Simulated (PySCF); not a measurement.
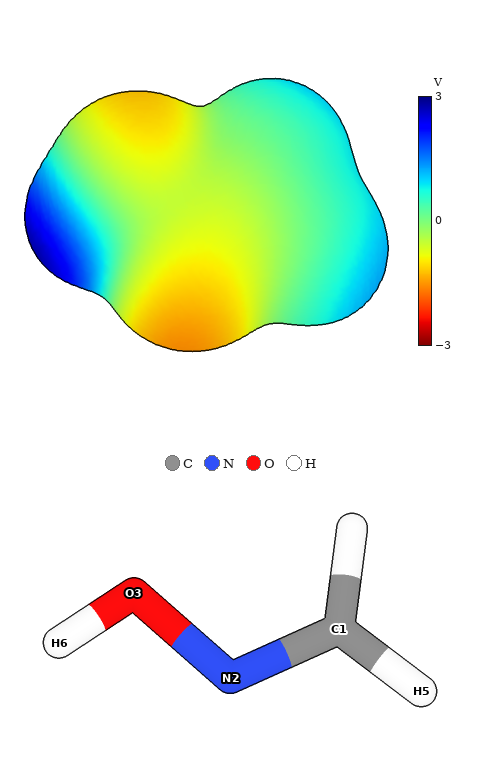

The picture shows: CH3NO (formaldoxime). The molecular electrostatic potential painted on the density surface at 0.002 e/bohr³, seen at a tilt; red is negative and blue positive. The bare structure is drawn below in the same view.

Geometry: PBE0-D3(BJ)/def2-SVP.

Computed with PySCF 2.14.0, PBE0/pcSseg-1, SCF density, in a methanol solvent model, non-relativistic.

The calculation's input:

```
{"job": {"xc": "PBE0", "basis": "pcSseg-1", "solvent": "methanol", "kind": "nmr", "pop": true}, "charge": 0, "multiplicity": 1}
C     -0.869321     0.135090     0.196830
N      0.305423    -0.095929    -0.224171
O      1.253183     0.077695     0.740281
H     -1.077658     0.441982     1.231765
H     -1.684723     0.014784    -0.520531
H      2.077521    -0.122805     0.283917
```

Command:

```sh
OMP_NUM_THREADS=1 python ens_run.py task.json out
```

Question: Describe the electrostatic potential map.

Answer: The most negative region (about −1.5 V) lies over N2, the most positive (about +2.7 V) over H6. N2 is the likeliest acceptor of a hydrogen bond.
